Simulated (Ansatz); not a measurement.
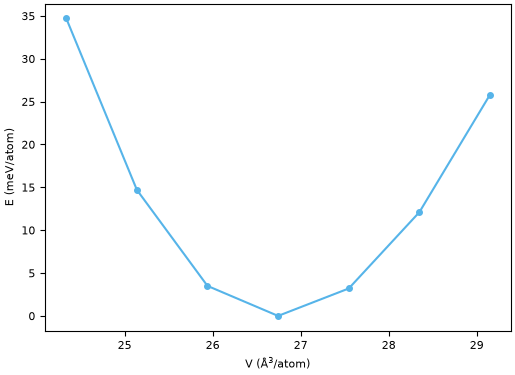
*CdS in space group P4_2/mmc (No. 131; Cd on 2c, S on 2e) under volume change, the program Ansatz at the PBE level (PAW), shape and atoms relaxed at each volume.*

Question: What does a third-order Birch–Murnaghan fit give for V₀, B₀ and B′?

Answer: V₀ = 26.75 Å³/atom, B₀ = 43.8 GPa, B′ = 3.8.

A made-up cell: these elements were put on the sites of a structure type; neither database checked (COD, Materials Project) lists it. It is not the phase usual at ambient conditions (space group No. 186, 216). The cell was relaxed with PBE under the symmetry of its start; its stability against distortions is not shown here.

Potentials: the later of the program's two PAW sets.
